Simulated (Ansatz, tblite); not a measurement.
# C3H8Ge: isomers side by side, part 2 of 2

Aim: relax some chosen isomers of C3H8Ge, and see how the levels of theory order them.

Ansatz 0.2.0, Gaussian basis; relaxed with r2SCAN-D4/def2-SVP, singlet.

**11. Candidate A, LC-ωPBE/def2-TZVP**

in.yaml reads:

```yaml
crystal:
  periodic: [false, false, false]
  atoms:
    - {symbol: C, position_ang: [-0.078085, -0.778710, 0.305034]}
    - {symbol: C, position_ang: [0.511901, 0.458961, 0.893559]}
    - {symbol: C, position_ang: [-0.174051, 1.438000, 1.499547]}
    - {symbol: Ge, position_ang: [-0.079455, -0.713883, -1.668960]}
    - {symbol: H, position_ang: [0.498040, -1.675218, 0.591805]}
    - {symbol: H, position_ang: [-1.118926, -0.926473, 0.636967]}
    - {symbol: H, position_ang: [1.600239, 0.572695, 0.784493]}
    - {symbol: H, position_ang: [-1.260222, 1.376647, 1.633111]}
    - {symbol: H, position_ang: [0.328791, 2.329259, 1.884698]}
    - {symbol: H, position_ang: [1.350125, -0.460249, -2.176377]}
    - {symbol: H, position_ang: [-0.991433, 0.428196, -2.141839]}
    - {symbol: H, position_ang: [-0.586944, -2.049246, -2.242049]}
basis:
  gaussian: {orbitals: def2-TZVP, initial_orbitals: start.molden}
hamiltonian: {xc: {name: LC-wPBE}}
scf: {omitted_lower_state_checks: [starts]}
output: {orbitals: {seedname: orbitals}}
```

Run with:

```bash
> ansatz run in.yaml --threads 2 --pin off --events-out ev --progress --plain --max-ram 4352MiB
```

What it wrote, shortened:

```text
Functional definition: LC-wPBE
  name "LC-wPBE"
  cite "Vydrov & Scuseria, J. Chem. Phys. 125, 234109 (2006) doi:10.1063/1.2409292"
  cite "Heyd & Scuseria, J. Chem. Phys. 120, 7274 (2004) doi:10.1063/1.1668634"
  cite "Ernzerhof & Perdew, J. Chem. Phys. 109, 3313 (1998) doi:10.1063/1.476928"
  cite "Perdew, Burke & Ernzerhof, Phys. Rev. Lett. 77, 3865 (1996) doi:10.1103/PhysRevLett.77.3865"
  parent pbe
[...]
1250 factors; their error is unknown
415 factors; integrals over basis functions are off by at most 2.0e-5 eV
[...]
mean field -59750.58092614 eV, -2195.7933486374 hartree, gradient 2.1e-5 eV, S^2 0.000000; 0 other end points of the search recorded, 0 dependent functions left out
reference -59750.58092615 eV, -2195.7933486376 hartree; 29, 29 occupied and 160, 160 virtual orbitals, 1250 factors
Total energy: -59750.58092615 eV, -2195.7933486376 hartree
Checks for a lower state left out: starts
```

Run time: 3.7 s. Hardware: 2 threads of Arm Neoverse V1, shared host.

From the report: HOMO -9.72 eV, LUMO 2.34 eV.

**12. Candidate A, B97M-V/def2-TZVP**

Changes to in.yaml since step 11:

```diff
@@ -17,3 +17,3 @@
   gaussian: {orbitals: def2-TZVP, initial_orbitals: start.molden}
-hamiltonian: {xc: {name: LC-wPBE}}
+hamiltonian: {xc: {name: B97M-V}}
 scf: {omitted_lower_state_checks: [starts]}
```

Same command.

What it wrote, shortened:

```text
Functional definition: B97M-V
  name "B97M-V"
  cite "Mardirossian & Head-Gordon, J. Chem. Phys. 142, 074111 (2015) doi:10.1063/1.4907719"
  cite "Becke, J. Chem. Phys. 107, 8554 (1997) doi:10.1063/1.475007"
  cite "Vydrov & Van Voorhis, J. Chem. Phys. 133, 244103 (2010) doi:10.1063/1.3521275"
  # Of w^i u^j: cxij and so on, Table III.
[...]
  gx(w, u) = cx00 + cx01*u + cx02*u^2 + (cx10 + cx11*u)*w
  gss(w, u) = css00 + css02*u^2 + css10*w + (css32*w^3 + css42*w^4)*u^2
  gos(w, u) = cos00 + cos01*u + cos03*u^3 + cos10*w + cos32*w^3*u^2
[...]
      + integral(e_c_pw_mod_opposite_spin*gos(b97_w_opposite, b97_u_opposite)) + vv10(b, c)
[...]
1250 factors; their error is unknown
[...]
mean field -59749.68298832 eV, -2195.7603500312 hartree, gradient 1.6e-5 eV, S^2 0.000000; 0 other end points of the search recorded, 0 dependent functions left out
reference -59749.68305278 eV, -2195.7603523998 hartree; 29, 29 occupied and 160, 160 virtual orbitals, 1250 factors
Total energy: -59749.68305278 eV, -2195.7603523998 hartree
Checks for a lower state left out: starts
```

Run time: 16 s. Hardware: 2 threads of Arm Neoverse V1, shared host.

HOMO -6.22 eV, LUMO -0.68 eV.

**13. Candidate A, r2SCAN0-D4/def2-TZVP**

Changes to in.yaml since step 12:

```diff
@@ -17,3 +17,3 @@
   gaussian: {orbitals: def2-TZVP, initial_orbitals: start.molden}
-hamiltonian: {xc: {name: B97M-V}}
+hamiltonian: {xc: {name: r2SCAN0}, dispersion: d4}
 scf: {omitted_lower_state_checks: [starts]}
```

Launched as before.

What it wrote, shortened:

```text
Functional definition: r2SCAN0
  name "r2SCAN0"
  cite "Bursch, Neugebauer, Ehlert & Grimme, J. Chem. Phys. 156, 134105 (2022) doi:10.1063/5.0086040"
  cite "Furness, Kaplan, Ning, Perdew & Sun, J. Phys. Chem. Lett. 11, 8208 (2020) doi:10.1021/acs.jpclett.0c02405"
  cite "Furness, Kaplan, Ning, Perdew & Sun, J. Phys. Chem. Lett. 11, 9248 (2020) doi:10.1021/acs.jpclett.0c03077"
  parent r2scan
[...]
1293 factors; their error is unknown
[...]
mean field -59756.94362957 eV, -2196.0271736754 hartree, gradient 1.0e-5 eV, S^2 0.000000; 0 other end points of the search recorded, 0 dependent functions left out
reference -59756.94363982 eV, -2196.0271740521 hartree; 29, 29 occupied and 160, 160 virtual orbitals, 1293 factors
Total energy: -59757.00972971 eV, -2196.0296028109 hartree
Checks for a lower state left out: starts
```

It took 7 s on 2 threads of Arm Neoverse V1, shared host.

From the report: HOMO -7.20 eV, LUMO 0.19 eV.

**14. Candidate A, PBE-D4/def2-SVP**

Changes to in.yaml since step 13:

```diff
@@ -16,4 +16,4 @@
 basis:
-  gaussian: {orbitals: def2-TZVP, initial_orbitals: start.molden}
-hamiltonian: {xc: {name: r2SCAN0}, dispersion: d4}
+  gaussian: {orbitals: def2-SVP, initial_orbitals: start.molden}
+hamiltonian: {xc: pbe, dispersion: d4}
 scf: {omitted_lower_state_checks: [starts]}
```

Launched as before.

What it wrote:

```text
Functional definition: PBE
  name "PBE"
  cite "Perdew, Burke & Ernzerhof, Phys. Rev. Lett. 77, 3865 (1996) doi:10.1103/PhysRevLett.77.3865"
  parent pbe
  parameter kappa = 0.804
  parameter beta = 0.06672455060314922
  exchange = pbe_x(kappa = kappa, mu = beta*pi^2/3)
  correlation = pbe_c(beta = beta)
these checks for a lower state are left out or cut short: starts
1289 factors; their error is unknown
mean field evaluation 1: about -59736.0207 eV, gradient 7.9e0 eV
mean field evaluation 2: about -59736.1673 eV, gradient 1.2e-1 eV
mean field evaluation 4: about -59736.0959 eV, gradient 2.2e-4 eV
mean field -59736.09588389 eV, -2195.2610331530 hartree, gradient 1.3e-5 eV, S^2 0.000000; 0 other end points of the search recorded, 0 dependent functions left out
reference -59736.09592128 eV, -2195.2610345270 hartree; 29, 29 occupied and 85, 85 virtual orbitals, 1289 factors
Total energy: -59736.32162900 eV, -2195.2693291329 hartree
Checks for a lower state left out: starts
```

Run time: 1.8 s. Hardware: 2 threads of Arm Neoverse V1, shared host.

Report: HOMO -5.92 eV, LUMO -0.73 eV.

**15. Candidate A, PBE0-D4/def2-SVP**

Changes to in.yaml since step 14:

```diff
@@ -17,3 +17,3 @@
   gaussian: {orbitals: def2-SVP, initial_orbitals: start.molden}
-hamiltonian: {xc: pbe, dispersion: d4}
+hamiltonian: {xc: pbe0, dispersion: d4}
 scf: {omitted_lower_state_checks: [starts]}
```

Launched as before.

What it wrote:

```text
Functional definition: PBE0
  name "PBE0"
  cite "Adamo & Barone, J. Chem. Phys. 110, 6158 (1999) doi:10.1063/1.478522"
  cite "Perdew, Burke & Ernzerhof, Phys. Rev. Lett. 77, 3865 (1996) doi:10.1103/PhysRevLett.77.3865"
  parent pbe
  parameter a = 0.25
  parameter kappa = 0.804
  parameter beta = 0.06672455060314922
  exchange = (1 - a)*pbe_x(kappa = kappa, mu = beta*pi^2/3) + a*exact_x
  correlation = pbe_c(beta = beta)
these checks for a lower state are left out or cut short: starts
1328 factors; their error is unknown
mean field evaluation 1: about -59738.1226 eV, gradient 4.6e0 eV
mean field evaluation 2: about -59738.1804 eV, gradient 4.5e-2 eV
mean field evaluation 4: about -59738.3053 eV, gradient 1.1e-4 eV
mean field -59738.30528245 eV, -2195.3422270525 hartree, gradient 9.7e-6 eV, S^2 0.000000; 0 other end points of the search recorded, 0 dependent functions left out
reference -59738.30531179 eV, -2195.3422281307 hartree; 29, 29 occupied and 85, 85 virtual orbitals, 1328 factors
Total energy: -59738.49598399 eV, -2195.3492352046 hartree
Checks for a lower state left out: starts
```

Wall time 2.2 s (2 threads of Arm Neoverse V1, shared host).

From the report: HOMO -7.03 eV, LUMO 0.27 eV.

**16. Candidate A, HF/STO-3G**

Changes to in.yaml since step 15:

```diff
@@ -16,4 +16,4 @@
 basis:
-  gaussian: {orbitals: def2-SVP, initial_orbitals: start.molden}
-hamiltonian: {xc: pbe0, dispersion: d4}
+  gaussian: {orbitals: STO-3G}
+hamiltonian: {xc: hf}
 scf: {omitted_lower_state_checks: [starts]}
```

Launched as before.

What it wrote:

```text
Functional definition: HF
  name "HF"
  cite "Fock, Z. Phys. 61, 126 (1930) doi:10.1007/BF01340294"
  parent pbe
  exchange = exact_x
  correlation = 0
these checks for a lower state are left out or cut short: starts
498 factors; integrals over basis functions are off by at most 4.5e-5 eV
mean field evaluation 1: about -59009.6110 eV, gradient 1.3e1 eV
mean field evaluation 2: about -59009.7254 eV, gradient 1.3e1 eV
mean field evaluation 4: about -59010.4590 eV, gradient 1.7e0 eV
mean field evaluation 8: about -59010.4682 eV, gradient 8.6e-3 eV
mean field -59010.46815929 eV, -2168.5947061221 hartree, gradient 2.4e-5 eV, S^2 0.000000; 0 other end points of the search recorded, 0 dependent functions left out
reference -59010.46815929 eV, -2168.5947061221 hartree; 29, 29 occupied and 12, 12 virtual orbitals, 498 factors
Total energy: -59010.46815929 eV, -2168.5947061221 hartree
Checks for a lower state left out: starts
```

Wall time 0.2 s (2 threads of Arm Neoverse V1, shared host).

HOMO -7.60 eV, LUMO 8.67 eV.

**17. Candidate A, CCSD(T)/def2-SVP**

Changes to in.yaml since step 16:

```diff
@@ -16,4 +16,4 @@
 basis:
-  gaussian: {orbitals: STO-3G}
-hamiltonian: {xc: hf}
+  gaussian: {orbitals: def2-SVP, initial_orbitals: start.molden}
+correlation: {method: ccsd_t}
 scf: {omitted_lower_state_checks: [starts]}
```

Launched as before.

What it wrote, shortened:

```text
Functional definition: HF
  name "HF"
  cite "Fock, Z. Phys. 61, 126 (1930) doi:10.1007/BF01340294"
  parent pbe
[...]
1168 factors; integrals over basis functions are off by at most 1.2e-3 eV
[...]
mean field -59681.30278811 eV, -2193.2474240230 hartree, gradient 2.1e-6 eV, S^2 0.000000; 0 other end points of the search recorded, 0 dependent functions left out
12 core orbitals not correlated: weight in the atoms' cores, before any rotation towards them, 1.000 or more for the frozen orbitals, at most 0.000 for the correlated occupied ones
reference -59681.30278811 eV, -2193.2474240230 hartree; 17, 17 occupied and 85, 85 virtual orbitals, 1168 factors
second order -17.73484934 eV of doubles, -0.00000000 eV of singles
cycle   1  -18.30608203 eV  change   -5.7e-1 eV  update   9.8e-2
[...]
cycle   8  -18.99798892 eV  change   -2.2e-5 eV  update   3.7e-5
perturbative correction -0.61909655 eV, -0.0227513784 hartree
Total energy: -59700.91987358 eV, -2193.9683386171 hartree
Checks for a lower state left out: starts
```

Run time: 14 s. Hardware: 2 threads of Arm Neoverse V1, shared host; peak memory 0.59 GiB.

From the report: Hartree-Fock HOMO -9.40 eV, LUMO 4.10 eV; T1 0.010.

**18. Candidate A, MP2/def2-TZVP**

Changes to in.yaml since step 17:

```diff
@@ -16,4 +16,4 @@
 basis:
-  gaussian: {orbitals: def2-SVP, initial_orbitals: start.molden}
-correlation: {method: ccsd_t}
+  gaussian: {orbitals: def2-TZVP, initial_orbitals: start.molden}
+correlation: {method: mp2}
 scf: {omitted_lower_state_checks: [starts]}
```

Same command.

What it wrote:

```text
Functional definition: HF
  name "HF"
  cite "Fock, Z. Phys. 61, 126 (1930) doi:10.1007/BF01340294"
  parent pbe
  exchange = exact_x
  correlation = 0
these checks for a lower state are left out or cut short: starts
1312 factors; integrals over basis functions are off by at most 1.3e-3 eV
mean field evaluation 1: about -59690.9669 eV, gradient 2.9e1 eV
mean field evaluation 2: about -59691.7669 eV, gradient 9.1e-1 eV
mean field evaluation 4: about -59691.9402 eV, gradient 5.5e-3 eV
mean field evaluation 8: about -59691.9402 eV, gradient 2.1e-6 eV
mean field -59691.94018825 eV, -2193.6383412679 hartree, gradient 2.4e-6 eV, S^2 0.000000; 0 other end points of the search recorded, 0 dependent functions left out
12 core orbitals not correlated: weight in the atoms' cores, before any rotation towards them, 1.000 or more for the frozen orbitals, at most 0.000 for the correlated occupied ones
reference -59691.94018825 eV, -2193.6383412679 hartree; 17, 17 occupied and 160, 160 virtual orbitals, 1312 factors
second order -20.30918664 eV of doubles, -0.00000000 eV of singles
Total energy: -59712.24937489 eV, -2194.3846901108 hartree
Checks for a lower state left out: starts
```

It took 3.4 s on 2 threads of Arm Neoverse V1, shared host.

Hartree-Fock HOMO -9.38 eV, LUMO 3.51 eV.

**19. A against B**

The energies of B at these levels come from its own runs, whose logs aren't repeated here.

Differences are taken before rounding.

```tsv
method	A above B (kcal/mol)	from CCSD(T)/def2-SVP (kcal/mol)	time
GFN1-xTB	-1.66	-4.20	0.012 s
GFN2-xTB	-5.47	-8.00	0.006 s
HF/STO-3G	8.44	+5.91	0.4 s
HF/def2-SVP	3.77	+1.23	
HF/def2-TZVP	4.81	+2.28	
PBE-D4/def2-SVP	2.16	-0.38	3.4 s
PBE-D4/def2-TZVP	3.65	+1.11	7.2 s
r2SCAN-D4/def2-TZVP	4.17	+1.63	12 s
B97M-V/def2-TZVP	3.25	+0.72	28 s
PBE0-D4/def2-SVP	2.57	+0.04	4.2 s
PBE0-D4/def2-TZVP	3.84	+1.30	8.4 s
r2SCAN0-D4/def2-TZVP	4.19	+1.66	14 s
LC-ωPBE/def2-TZVP	4.50	+1.96	7.2 s
MP2/def2-SVP	2.86	+0.32	
MP2/def2-TZVP	5.85	+3.31	6.8 s
CCSD/def2-SVP	2.65	+0.12	
CCSD(T)/def2-SVP	2.53	0	29 s
```

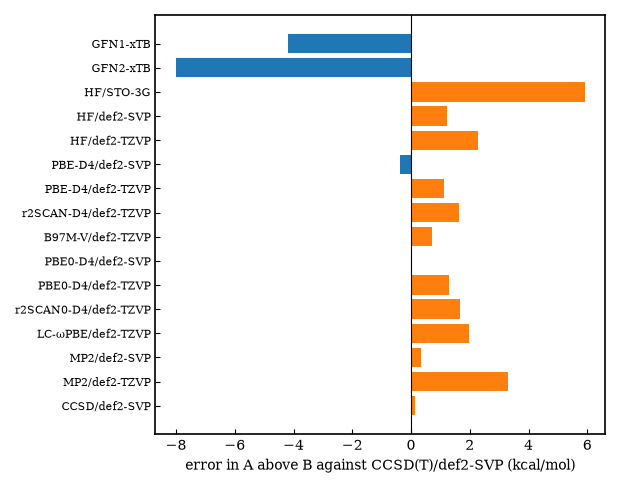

Error of each method against CCSD(T)/def2-SVP.

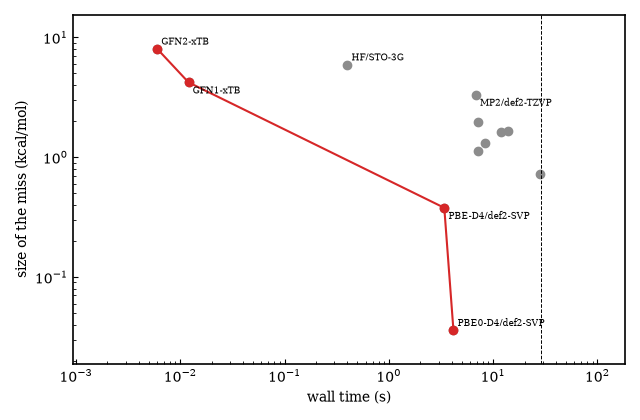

Miss against cost. Red marks the levels that no quicker level drawn beats (of those quicker than the yardstick), and the dashed line is the time of CCSD(T)/def2-SVP. Only those levels and the largest misses are named. Times are from a shared host.

Times add the two runs; a level without a time comes out of a correlated run. The closed-shell reference under CCSD(T)/def2-SVP is unstable towards broken spin symmetry, which adds to the doubt on it.

**20. What came out**

What follows sums up all 2 parts.

```
                   quantity               value
A above B, CCSD(T)/def2-SVP      +2.53 kcal/mol
    levels that put A lower  GFN1-xTB, GFN2-xTB
```

In words: The levels disagree on A and B: 2 of 17 put A lower. The yardstick is in a double-zeta basis, so levels in larger sets aren't compared like for like. CCSD(T)/def2-SVP isn't at the basis-set limit; small misses against it rank nothing. Only these isomers were run, one conformer each; others of the formula can lie lower. Only singlets are compared; another spin may lie lower and prefer another shape.
